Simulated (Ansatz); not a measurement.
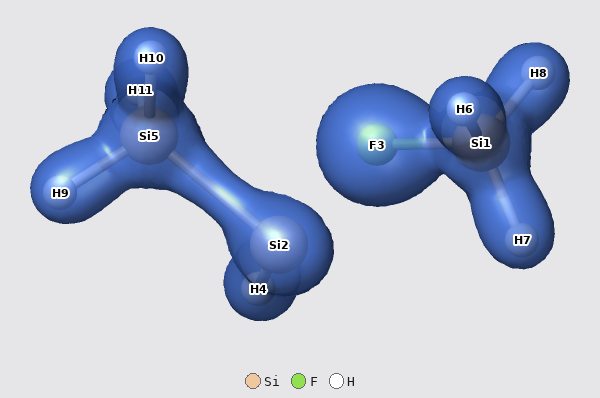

The picture shows: FH₃Si···H₄Si₂. Isosurface of the total electron density at 0.5 e/Å³ (blue), seen at a tilt.

The product side of a reaction path; geometry: PBE0-D4/def2-TZVP.

Method: RKS PBE0-D4/def2-TZVPP (Ansatz 0.2.0).

```xyz
11

Si   -1.3062   -1.9464    0.4362
Si   -0.5914    0.8450   -0.8806
F     0.0105   -1.1475   -0.1496
H     0.1625    0.5342   -2.1621
Si    1.3283    1.8471    0.0937
H    -1.8500   -1.1509    1.5532
H    -2.2597   -2.1124   -0.6770
H    -0.7532   -3.2399    0.8934
H     1.4732    3.1879   -0.5517
H     1.1837    2.0834    1.5592
H     2.6022    1.0996   -0.1148
```

**What does this surface tell about the bonding?**

At this value the surface falls into two separate pieces. It bridges the sampled Si–F (1.65 Å), Si–Si (2.37 Å) and Si–H (1.48 Å) contacts, where the density stays above the isovalue. It is pinched off along the sampled Si···F (2.21 Å) contacts. On the grid the lowest density along these lines, outside the cores, is 0.24 e/Å³ (Si···F, 2.21 Å), 0.88 e/Å³ (Si–F, 1.65 Å), 0.6 e/Å³ (Si–Si, 2.37 Å) and 0.85 e/Å³ (Si–H, 1.48 Å).
